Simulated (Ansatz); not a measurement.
## How strongly the parts of twisted Ti3C2O2 MXene bilayer, 46.83° (266 atoms) bind

Aim: the interaction energy between the two parts of twisted Ti3C2O2 MXene bilayer, 46.83° (266 atoms) and its distance dependence.

Program: Ansatz 0.2.0. Level of theory: Kohn-Sham DFT, PBE+D3(BJ), PAW (set soft_2), plane waves. Results are calculated unless marked as measured.

## (1) Set-up

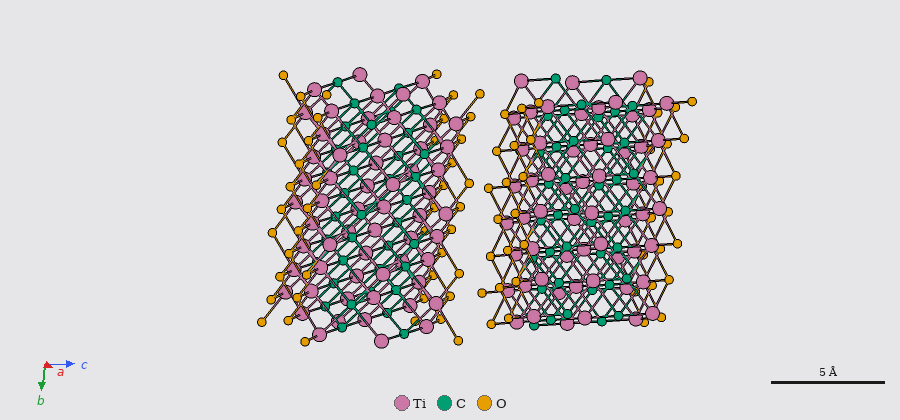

The cell as given, from the side, with the c axis across the page (titanium pink, carbon teal, oxygen orange). Bonds to atoms that aren't drawn are left out. Some periodic images of atoms are drawn too.

The cell holds 266 atoms: 114 Ti, 76 C and 76 O. Cell: a = 13.251 Å, b = 13.251 Å, c = 28.520 Å, α = 90.0°, β = 90.0°, γ = 120.0°. It derives from Ti3C2O2 (Ti3C2O2 MXene). Ti3C2O2 MXene (a = 3.04 Å) under Ti3C2O2 MXene (a = 3.04 Å), bilayer, commensurate cell of 19 unit cells a layer, twist 46.83 deg; facing planes 2.72 Å apart; 12 Å of vacuum; layers as built, displaced by a Gaussian of 0.01 Å. Regions: layer 1, 133 atoms (57 Ti, 38 C and 38 O); layer 2, 133 atoms (57 Ti, 38 C and 38 O). Vacuum lies along c.

What the set-up can't give: The main run has no spin polarisation, so moments on Ti can't form in it, and no Hubbard term.

## (2) Single point at the start

A single point comes first, to see the forces before anything moves.

Input file input.yaml:

```yaml
crystal:
  lattice:
    - [13.2511, 0.0, 0.0]
    - [-6.62555, 11.47579, 0.0]
    - [0.0, 0.0, 28.52]
  atoms:
    - { symbol: Ti, position: [0.05276, 0.63158, 0.33138] }
    - { symbol: C, position: [0.17616, 0.77317, 0.37643] }
    - { symbol: C, position: [0.19372, 0.6502, 0.287] }
    - { symbol: Ti, position: [0.19305, 0.64867, 0.42089] }
    - { symbol: Ti, position: [0.17719, 0.77314, 0.24133] }
    - { symbol: O, position: [0.05157, 0.63097, 0.45252] }
    - { symbol: O, position: [0.05428, 0.63263, 0.21074] }
    - { symbol: Ti, position: [0.15795, 0.89474, 0.33111] }
    - { symbol: C, position: [0.28117, 0.03386, 0.3751] }
    - { symbol: C, position: [0.2984, 0.91337, 0.28708] }
    - { symbol: Ti, position: [0.29917, 0.91311, 0.42108] }
    - { symbol: Ti, position: [0.28031, 0.03581, 0.24159] }
    - { symbol: O, position: [0.15792, 0.89678, 0.45236] }
    - { symbol: O, position: [0.15804, 0.89552, 0.2106] }
    - { symbol: Ti, position: [0.99998, 0.99942, 0.33111] }
    - { symbol: C, position: [0.12227, 0.13913, 0.37638] }
    - { symbol: C, position: [0.13937, 0.01802, 0.28711] }
    - { symbol: Ti, position: [0.14104, 0.01774, 0.42101] }
    - { symbol: Ti, position: [0.12394, 0.14114, 0.24148] }
    - { symbol: O, position: [0.99867, 0.00106, 0.45277] }
    - { symbol: O, position: [0.9981, 0.99912, 0.21035] }
    - { symbol: Ti, position: [0.10498, 0.26328, 0.33136] }
    - { symbol: C, position: [0.22856, 0.40465, 0.37569] }
    - { symbol: C, position: [0.24787, 0.28176, 0.2859] }
    - { symbol: Ti, position: [0.24652, 0.28171, 0.41998] }
    - { symbol: Ti, position: [0.2263, 0.4021, 0.24209] }
    - { symbol: O, position: [0.10306, 0.26143, 0.45238] }
    - { symbol: O, position: [0.10524, 0.26226, 0.21027] }
    - { symbol: Ti, position: [0.21065, 0.52725, 0.33153] }
    - { symbol: C, position: [0.3339, 0.66677, 0.37596] }
    - { symbol: C, position: [0.35139, 0.54516, 0.28702] }
    - { symbol: Ti, position: [0.35, 0.54422, 0.42066] }
    [... 228 atom lines left out ...]
    - { symbol: C, position: [0.33034, 0.70688, 0.71341] }
    - { symbol: C, position: [0.34729, 0.84674, 0.62404] }
    - { symbol: Ti, position: [0.34625, 0.84499, 0.75823] }
    - { symbol: Ti, position: [0.32894, 0.70644, 0.57877] }
    - { symbol: O, position: [0.46762, 0.82766, 0.78942] }
    - { symbol: O, position: [0.47136, 0.83065, 0.54842] }
kpoints:
  mp_grid: { grid: [3, 3, 1] }
hamiltonian:
  xc: pbe
  dispersion: d3bj
scf:
  occupations: { method: gaussian, width: 0.05 }
output:
  forces: true
```

Launch:

```sh
> ansatz run input.yaml --threads 5 --pin off --max-ram 81920MiB --backend cuda --events-out ev --progress --plain --runs-dir out
```

Numbers of over 12 decimals in the logs are rounded to 6 here.

The log of the run:

```text
Engine: ansatz 0.2.0, x86_64-unknown-linux-gnu
Pseudopotentials: kind: paw
Pseudopotential: Ti, paw, valence charge 12, recommended cutoff 420 eV (normal), Ti.paw.azcp
Pseudopotential: C, paw, valence charge 4, recommended cutoff 420 eV (normal), C.paw.azcp
Pseudopotential: O, paw, valence charge 6, recommended cutoff 420 eV (normal), O.paw.azcp
Functional definition: PBE
  parameter kappa = 0.804
  parameter beta = 0.066725
  exchange = pbe_x(kappa = kappa, mu = beta*pi^2/3)
  correlation = pbe_c(beta = beta)
GPU FFT provider: cuFFT
GPU libraries: cuBLAS 13.8.2, cuFFT 12.4.0, cuSOLVER 12.3.4
Crystal: 266 atoms, lattice volume = 4336.946 Å³
Basis set: ecut = 420 eV, 84779 PW (Γ), exchange–correlation on 180×180×384 points (8 copies of the dense FFT grid, shifted against one another)
Bands: 1330, of which v1, the nominal top of the filled ones, is band 1064 counted from 1 (1063 counted from 0)
Symmetry: 1 space group operations
Space group: P1 (ITA 1), of the structure as read, at distance tolerance 1.6e-4 Å
k-points: 5 of 9 (time reversal used)
Non-local potential: Ti, projectors of the file, l = 0: 3, l = 1: 2, l = 2: 3, l = 3: 1
Non-local potential: C, projectors of the file, l = 0: 2, l = 1: 2, l = 2: 1
Non-local potential: O, projectors of the file, l = 0: 2, l = 1: 2, l = 2: 1
PAW form: soft (Blöchl's): semilocal exchange-correlation on the pseudo side does not see the compensation charge
PAW one-centre angular grid: Ti, 590 points (default); XC on 64 Gauss nodes
PAW one-centre angular grid: C, 110 points (default); XC on 64 Gauss nodes
PAW one-centre angular grid: O, 110 points (default); XC on 64 Gauss nodes
Initial density: superposition of atomic densities (neutral atoms: chi_scale 0, normalization atom), corrected by the library's trained network
Initial wavefunctions: pseudopotential atomic-orbital guess
GPU buffer pool allocated for 1555200 grid points (all kernels)
GPU transforms: local potential and band sums: pruned to the plane-wave sphere, on 90×90×192
Functional: x = pbe(κ = 0.804, μ = 0.219515), c = pbe(β = 0.066725)
SCF iter   1: F=—  HF=-347500.657803 eV  |F-HF|=—  |Δ(HF+E_count)|=         —  Δρ=7.23e-3  dr2=9.26e0  ethr=1.77e-3  ⟨swp⟩=6.0  Hψ=27471  notcnv=0  defer=528
preconditioner: auto → LDOS  [metal: Δε(μ)=0.008 eV  Ē_g=8.180 eV  σ=0.050 eV  W_gap=0.09  n_scr=1016 (ndim 8)  ℏωp=19.7 eV  f_vac=0.360  D(μ)=52.12/eV (n_scr^D=246)  β→1.0]
SCF iter   2: F=—  HF=-347500.314306 eV  |F-HF|=—  |Δ(HF+E_count)|=   3.43e-1  Δρ=6.24e-3  dr2=4.55e0  ethr=4.35e-4  ⟨swp⟩=2.2  Hψ=8808  notcnv=0  defer=1244
SCF iter   3: F=—  HF=-347499.862552 eV  |F-HF|=—  |Δ(HF+E_count)|=   4.52e-1  Δρ=1.63e-3  dr2=2.30e-1  ethr=2.14e-4  ⟨swp⟩=2.0  Hψ=7745  notcnv=0  defer=1244
SCF iter   4: F=—  HF=-347499.857878 eV  |F-HF|=—  |Δ(HF+E_count)|=   4.67e-3  Δρ=4.25e-4  dr2=1.32e-2  ethr=1.08e-5  ⟨swp⟩=3.0  Hψ=9161  notcnv=0  defer=1244
SCF iter   5: F=—  HF=-347499.832776 eV  |F-HF|=—  |Δ(HF+E_count)|=   2.51e-2  Δρ=1.32e-4  dr2=9.84e-4  ethr=6.21e-7  ⟨swp⟩=3.0  Hψ=10420  notcnv=0  defer=1244
SCF iter   6: F=—  HF=-347499.832956 eV  |F-HF|=—  |Δ(HF+E_count)|=   1.81e-4  Δρ=4.00e-5  dr2=1.65e-4  ethr=4.62e-8  ⟨swp⟩=2.2  Hψ=10155  notcnv=0  defer=1244
SCF iter   7: F=—  HF=-347499.848223 eV  |F-HF|=—  |Δ(HF+E_count)|=   1.53e-2  Δρ=1.12e-5  dr2=1.01e-5  ethr=7.77e-9  ⟨swp⟩=2.0  Hψ=9244  notcnv=0  defer=1244
SCF iter   8: F=—  HF=-347499.847282 eV  |F-HF|=—  |Δ(HF+E_count)|=   9.42e-4  Δρ=6.15e-6  dr2=2.94e-6  ethr=4.74e-10  ⟨swp⟩=3.0  Hψ=13166  notcnv=0  defer=1244
SCF iter   9: F=—  HF=-347499.847283 eV  |F-HF|=—  |Δ(HF+E_count)|=   1.10e-6  Δρ=2.03e-6  dr2=1.99e-7  ethr=1.38e-10  ⟨swp⟩=2.0  Hψ=7704  notcnv=0  defer=1244
SCF iter  10: F=-347499.847284 eV  HF=-347499.847284 eV  |F-HF|=1.11e-9  |Δ(HF+E_count)|=   5.61e-7  Δρ=8.54e-7  dr2=3.17e-8  ethr=4.70e-12  ⟨swp⟩=4.2  Hψ=19921  notcnv=0
SCF 1 converged in 10 iterations: F = -347499.847284 eV  dr2 = 3.17e-8
  greatest PAW one-centre occupation: 0.999 electrons in one spin orbital (limit 2), on the Ti atom at site 262 (counted from 0), in its partial waves of l = 0
SCF converged after 10 iterations
Free energy (F): -347499.847284 eV
Harris-Foulkes:  -347499.847284 eV  (|F-HF|=1.11e-9)
Internal energy: -347499.776882 eV  (E = F + TS)
E sigma→0 (E₀):  -347499.812083 eV
Entropy (-TS):   -0.070402 eV (-0.265 meV/atom)
Fermi energy:    5.951555 eV
--- Per-component energies (eV) ---
  E_band       = -30758.172180
  E_kinetic    = 51209.426130
  E_local      = -1689810.633641  (includes V_loc(G=0)·N_el)
  E_nonlocal   = 6180.081240
  E_hartree    = 824924.680099
  E_xc         = -20557.802658
  E_vxc        = -25835.496140  (∫ρ·V_xc dr)
  E_paw        = -138749.942660  (= ΣΔE_a)
  E_vpaw       = -22351.071145  (= ΣTr[D̂ρ^β])
  E_aug_tail   = 0.204787  (compensation charges beyond the density's cutoff)
  E_ewald      = 619386.774247
  E_disp       = -82.564426  (pairwise vdW)
  E_smearing   = -0.070402  (= −TS)
  E_closure    = 0.000000  (closes the sum)
  Σ components = -347499.847284   (vs F -347499.847284, Δ=0.00e0)
--- Forces (eV/Å), atoms counted from 1 ---
  atom   1  Ti    -0.02438098     0.15969982    -0.03884410
  atom   2  C      0.00520767    -0.25254926    -0.73186943
  atom   3  C      0.01363177    -0.11844988     0.60339583
  atom   4  Ti    -0.11829381     0.08056857     0.24346649
  atom   5  Ti    -0.03583342    -0.14656609    -0.00322004
  atom   6  O      0.18413328     0.00768644    -0.01474750
  atom   7  O     -0.07711266    -0.14368554    -0.19958959
  atom   8  Ti     0.02028728    -0.10901052     0.07865945
  atom   9  C     -0.27182656     0.27721812    -0.11956885
  atom  10  C      0.06423878    -0.20951590     0.59537402
  atom  11  Ti    -0.03410675    -0.25145122     0.06868882
  atom  12  Ti     0.33723502     0.13730003    -0.10554720
  atom  13  O      0.21686388    -0.14982312     0.02706660
  atom  14  O      0.03167444    -0.01959805    -0.20477475
[...]
atom 265  O      0.33566979     0.09256398     0.16679543
  atom 266  O     -0.13357401    -0.29714047    -0.37306712
  max |Σ_I F_I| component: 5.26e-5 eV/Å
```

The job ended after 19 s (1 × NVIDIA H100 80GB HBM3 with 5 threads of AMD EPYC 7R13 (Zen 3), shared host; peak memory 2.2 GiB).

Reading the cycles: dr2 is the Hartree energy of the density residual (eV), the measure of convergence; HF is the Harris–Foulkes estimate of the energy, which meets the free energy F at convergence.

The program notes that it cut back its plan to fit the GPU's memory.

The r.m.s. force at the start is 0.27 eV/Å.

## (3) Relaxation

The atoms are relaxed in the fixed cell, aiming at the force tolerance of the input.

Input file input.yaml:

```yaml
crystal:
  lattice:
    - [13.2511, 0.0, 0.0]
    - [-6.62555, 11.47579, 0.0]
    - [0.0, 0.0, 28.52]
  atoms:
    [... the 266 atom lines of step 2 ...]
kpoints:
  mp_grid: { grid: [3, 3, 1] }
hamiltonian:
  xc: pbe
  dispersion: d3bj
scf:
  occupations: { method: gaussian, width: 0.05 }
output:
  forces: true
relax:
  f_tol: 0.05
  max_steps: 120
```

The log of the run:

```text
[...]
GPU FFT provider: cuFFT
GPU libraries: cuBLAS 13.8.2, cuFFT 12.4.0, cuSOLVER 12.3.4
Crystal: 266 atoms, lattice volume = 4336.946 Å³
Basis set: ecut = 420 eV, 84779 PW (Γ), exchange–correlation on 180×180×384 points (8 copies of the dense FFT grid, shifted against one another)
Bands: 1330, of which v1, the nominal top of the filled ones, is band 1064 counted from 1 (1063 counted from 0)
Symmetry: 1 space group operations
[...]
k-points: 5 of 9 (time reversal used)
[...]
GPU buffer pool allocated for 1555200 grid points (all kernels)
[...]
SCF iter   1: F=—  HF=-347500.657802 eV  |F-HF|=—  |Δ(HF+E_count)|=         —  Δρ=7.23e-3  dr2=9.26e0  ethr=1.77e-3  ⟨swp⟩=6.0  Hψ=27471  notcnv=0  defer=528
[...]
SCF iter   6: F=—  HF=-347499.847225 eV  |F-HF|=—  |Δ(HF+E_count)|=   1.55e-4  Δρ=4.06e-5  dr2=1.71e-4  ethr=5.01e-8  ⟨swp⟩=2.8  Hψ=11226  notcnv=0  defer=1244
SCF iter   7: F=-347499.847273 eV  HF=-347499.847271 eV  |F-HF|=2.49e-6  |Δ(HF+E_count)|=   4.62e-5  Δρ=1.07e-5  dr2=1.22e-5  ethr=2.94e-9  ⟨swp⟩=2.2  Hψ=19566  notcnv=0
SCF 1 converged in 7 iterations: F = -347499.847273 eV  dr2 = 1.22e-5
[...]
relax step   1: F+E_penalty+E_count = -347499.84727323 eV  Δ(F+E_penalty+E_count) = +0.000e0 eV  max|allowed force component| = 1.054e0 eV/Å  Δτ_max = 0.0000 Å  (7 SCF iters, dr2 threshold 6.25e-5 eV, accepted)
[...]
relax step   2: F+E_penalty+E_count = -347500.98319040 eV  Δ(F+E_penalty+E_count) = -1.136e0 eV  max|allowed force component| = 2.615e-1 eV/Å  Δτ_max = 0.0902 Å  (8 SCF iters, dr2 threshold 6.94e-5 eV, accepted)
[...]
relax step   3: F+E_penalty+E_count = -347501.14646968 eV  Δ(F+E_penalty+E_count) = -1.633e-1 eV  max|allowed force component| = 3.442e-2 eV/Å  Δτ_max = 0.0266 Å  (8 SCF iters, dr2 threshold 4.27e-6 eV, accepted)
[...]
relax step   4: F+E_penalty+E_count = -347501.14646979 eV  Δ(F+E_penalty+E_count) = -1.090e-7 eV  max|allowed force component| = 3.447e-2 eV/Å  Δτ_max = 0.0000 Å  (3 SCF iters, accepted)
SCF converged after 3 iterations
Free energy (F): -347501.146470 eV
[...]
Internal energy: -347501.086070 eV  (E = F + TS)
E sigma→0 (E₀):  -347501.116270 eV
Entropy (-TS):   -0.060400 eV (-0.227 meV/atom)
Fermi energy:    6.025622 eV
[...]
Σ components = -347501.146470   (vs F -347501.146470, Δ=0.00e0)
--- Forces (eV/Å), atoms counted from 1 ---
  atom   1  Ti    -0.00119393    -0.00391179    -0.00181317
  atom   2  C      0.00051271     0.00707028    -0.00458690
  atom   3  C      0.00642794     0.01070581     0.00116118
  atom   4  Ti     0.00396859    -0.00149636     0.00773189
[...]
atom 266  O     -0.00230622     0.00780040    -0.00660753
  max |Σ_I F_I| component: 3.55e-6 eV/Å
--- Relaxed structure (4 steps of the walk, 4 accepted, 0 SCFs on fresh bases) ---
  F+E_penalty+E_count = -347501.14646979 eV   max|allowed force component| = 3.447e-2 eV/Å
  atoms:
    - { symbol: Ti, position: [0.052747, 0.631624, 0.332992] }
    - { symbol: C, position: [0.175732, 0.771981, 0.376401] }
    - { symbol: C, position: [0.193029, 0.649201, 0.289435] }
    - { symbol: Ti, position: [0.193031, 0.649208, 0.422200] }
[...]
- { symbol: O, position: [0.469912, 0.828600, 0.546163] }
```

The job ended after 60 s (1 × NVIDIA H100 80GB HBM3 with 5 threads; peak memory 2.8 GiB; 77 s of CPU time).

The relaxation converged after 4 steps, 1.30 eV below its start, with a largest force component of 0.034 eV/Å.

(Part 1 of 3 ends here.)

[Logs are printed without paths, hosts, clocks, repeated set-up lines and the standing remarks that a program may print on its own settings, such as how far it seeks lower states.]

[Hosts, paths, dates, database ids (printed as entryN), source tags and the programs' standing remarks are cut or masked in the printed files.]
